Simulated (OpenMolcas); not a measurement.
**Multiconfigurational calculation: Ir³⁺ complex (part 2 of 2)**

The same run, continued: Ir³⁺ with 6 ligands (F; octahedron, 2.003 Å), embedded in KZnF3 by model potentials and point charges, whose field is part of the energies. Method: state-averaged CASSCF, active space 6 electrons in the shell 5d, basis ANO-RCC-VTZP on the metal and ANO-RCC-VDZP on the ligands, DKH2 scalar Hamiltonian, spin-orbit coupling by RASSI with atomic mean-field integrals (OpenMolcas).

### Output (extracts), continued
```
--- RASSI ---
SPIN-FREE ENERGIES:
  (Shifted by EMIN (a.u.) =     -18409.8270562554)

 SF State       Relative EMIN(au)   Rel lowest level(eV)    D:o, cm**(-1)

    51             0.0000000000        0.0000000000              0.0000
     6             0.0832134415        2.2643530987          18263.2394
     7             0.0832134415        2.2643530987          18263.2394
     8             0.0832134415        2.2643530987          18263.2394
     9             0.1063107794        2.8928636812          23332.5191
    10             0.1063107794        2.8928636812          23332.5191
    11             0.1063107794        2.8928636812          23332.5191
    52             0.1118667193        3.0440485078          24551.9070
    53             0.1118667193        3.0440485078          24551.9070
    54             0.1118667193        3.0440485078          24551.9070
     1             0.1227603840        3.3404802254          26942.7900
     2             0.1227603840        3.3404802254          26942.7900
     3             0.1227603845        3.3404802380          26942.7901
    55             0.1577479572        4.2925405937          34621.6748
    56             0.1577479572        4.2925405937          34621.6748
    57             0.1577479572        4.2925405937          34621.6748
    13             0.1961886150        5.3385641809          43058.4240
    12             0.1961886150        5.3385641809          43058.4240
    14             0.1961886150        5.3385641809          43058.4240
    17             0.1997431696        5.4352885393          43838.5585
    15             0.1997431696        5.4352885393          43838.5585
    16             0.1997431696        5.4352885393          43838.5585
    18             0.2115065648        5.7553868270          46420.3253
    19             0.2115065648        5.7553868270          46420.3253
    20             0.2140694018        5.8251251764          46982.8031
    21             0.2140694018        5.8251251764          46982.8031
    22             0.2140694018        5.8251251764          46982.8031
    25             0.2256021634        6.1389476075          49513.9517
    23             0.2256021634        6.1389476075          49513.9517
    24             0.2256021634        6.1389476075          49513.9517
    58             0.2309527221        6.2845437244          50688.2635
    59             0.2309527221        6.2845437244          50688.2635
    60             0.2309527221        6.2845437244          50688.2635
    61             0.2339224303        6.3653536019          51340.0392
    62             0.2339224303        6.3653536019          51340.0392
    63             0.2382888005        6.4841685897          52298.3467
     4             0.2445167980        6.6536410329          53665.2341
     5             0.2445167986        6.6536410498          53665.2342
    64             0.2615129934        7.1161310728          57395.4678
    65             0.2615129934        7.1161310728          57395.4678
Eigenvalues of complex Hamiltonian:
   -----------------------------------
  (Shifted by EMIN (a.u.) =     -18409.8270562554)

 SO State       Relative EMIN(au)   Rel lowest level(eV)    D:o, cm**(-1)

     1            -0.0190364473        0.0000000000              0.0000
     2             0.0554001540        2.0255231101          16336.9456
     3             0.0554001540        2.0255231084          16336.9456
     4             0.0607255197        2.1704336923          17505.7283
     5             0.0607255197        2.1704336926          17505.7283
     6             0.0607255197        2.1704336911          17505.7283
     7             0.0622024682        2.2106235079          17829.8810
     8             0.0622024683        2.2106235113          17829.8811
     9             0.0622024683        2.2106235107          17829.8811
    10             0.0828398961        2.7721965289          22359.2729
    11             0.0880775036        2.9147190899          23508.7949
    12             0.0880775037        2.9147190929          23508.7949
    13             0.0880775036        2.9147190916          23508.7949
    14             0.0957688013        3.1240099631          25196.8396
    15             0.0957688013        3.1240099624          25196.8396
    16             0.0957688013        3.1240099645          25196.8396
    17             0.0975740715        3.1731338684          25593.0506
    18             0.0975740714        3.1731338659          25593.0506
    19             0.1084125604        3.4680641743          27971.8240
    20             0.1084125604        3.4680641755          27971.8240
    21             0.1084125603        3.4680641741          27971.8240
    22             0.1123355981        3.5748154698          28832.8312
    23             0.1144450146        3.6322156173          29295.7947
    24             0.1144450146        3.6322156164          29295.7946
    25             0.1144450146        3.6322156166          29295.7946
    26             0.1226916185        3.8566171414          31105.7150
    27             0.1226916188        3.8566171482          31105.7151
    28             0.1239424998        3.8906553540          31380.2517
    29             0.1239424999        3.8906553571          31380.2517
    30             0.1239424998        3.8906553545          31380.2517
    31             0.1330701445        4.1390312199          33383.5382
    32             0.1330701445        4.1390312198          33383.5382
    33             0.1330701446        4.1390312241          33383.5382
    34             0.1360214227        4.2193395918          34031.2689
    35             0.1360214227        4.2193395912          34031.2689
    36             0.1360214227        4.2193395908          34031.2689
    37             0.1392982457        4.3085064891          34750.4484
    38             0.1461634060        4.4953170155          36257.1769
    39             0.1461634060        4.4953170159          36257.1769
    40             0.1461634060        4.4953170150          36257.1769
    41             0.1751532652        5.2841712722          42619.7156
Weights of the five most important spin-orbit-free states for each spin-orbit state.

 SO State  Total energy (au)           Spin-free states, spin, and weights
 -------------------------------------------------------------------------------------------------------
    1        -0.019036      51 0.0  0.8293    8 1.0  0.0523    7 1.0  0.0523    6 1.0  0.0523    1 2.0  0.0023
    2         0.055400       8 1.0  0.4081    7 1.0  0.1792   10 1.0  0.1175    2 2.0  0.0822   11 1.0  0.0769
    3         0.055400       6 1.0  0.3756    7 1.0  0.2441    9 1.0  0.1281    1 2.0  0.0753   11 1.0  0.0556
    4         0.060726       6 1.0  0.3944    8 1.0  0.3930    2 2.0  0.0428    1 2.0  0.0427   57 0.0  0.0247
    5         0.060726       8 1.0  0.3961    7 1.0  0.3945    2 2.0  0.0428    3 2.0  0.0427   56 0.0  0.0247
    6         0.060726       6 1.0  0.3961    7 1.0  0.3929    3 2.0  0.0428    1 2.0  0.0428   55 0.0  0.0249
    7         0.062202       8 1.0  0.2110    7 1.0  0.2110    1 2.0  0.1549    9 1.0  0.1311   11 1.0  0.1311
    8         0.062202       6 1.0  0.2110    7 1.0  0.2087    2 2.0  0.1548   10 1.0  0.1311   11 1.0  0.1311
    9         0.062202       6 1.0  0.2110    8 1.0  0.2087    3 2.0  0.1551    9 1.0  0.1311   10 1.0  0.1311
   10         0.082840       6 1.0  0.1716    8 1.0  0.1716    7 1.0  0.1716   51 0.0  0.1455    1 2.0  0.0924
   11         0.088078       6 1.0  0.1827    7 1.0  0.1813   11 1.0  0.1681   10 1.0  0.1681   54 0.0  0.1277
   12         0.088078       8 1.0  0.1827    7 1.0  0.1826    9 1.0  0.1681   11 1.0  0.1680   52 0.0  0.1277
```

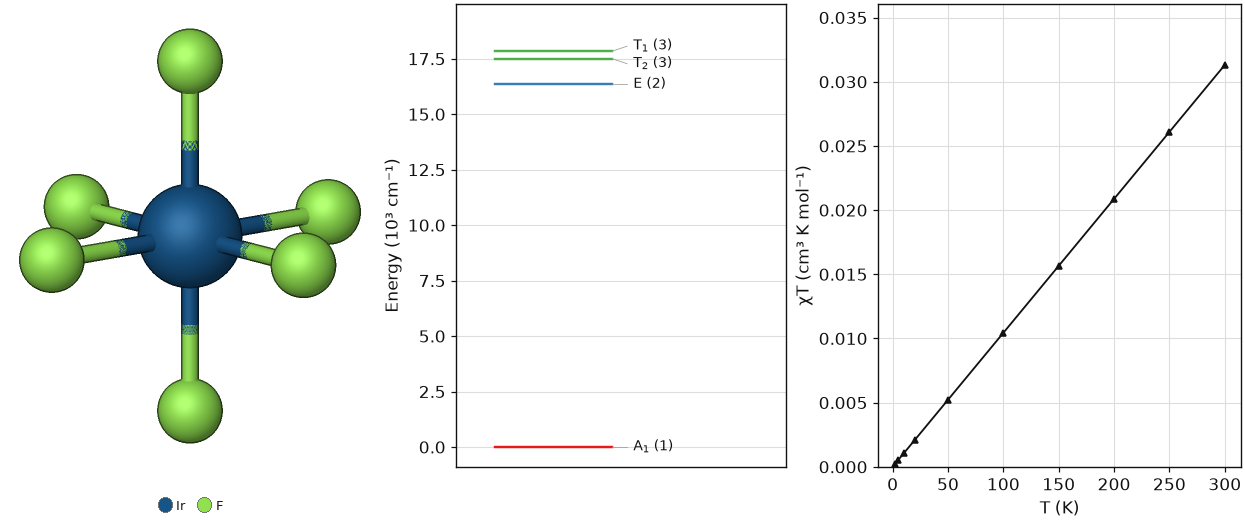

Ir³⁺ (5d⁶) as a dopant in KZnF₃, a cluster with its 6 nearest F⁻ at 2.003 Å (octahedron) embedded in model potentials and point charges; the geometry was set, not optimised, and its levels and susceptibility. Labels give the representation in O, Td, D4 or D3 as the site allows (double group for half-integer spin) where it could be assigned and, in brackets, the degeneracy; spin-free states, where drawn, share the zero of the spin-orbit levels. Powder susceptibility by Van Vleck's formula. The ground level is A₁, non-degenerate, 83 % from states of spin multiplicity 1. The next level lies at 16,300 cm⁻¹ (E). χT is close to 0 cm³ K mol⁻¹ at 2 K and 0.0313 at 300 K, an effective moment of 0.50 μB. The active orbitals hold 79 to 90 % metal character (Löwdin), and the Mulliken charge of the metal is +1.83.

Outcome of the run: converged.
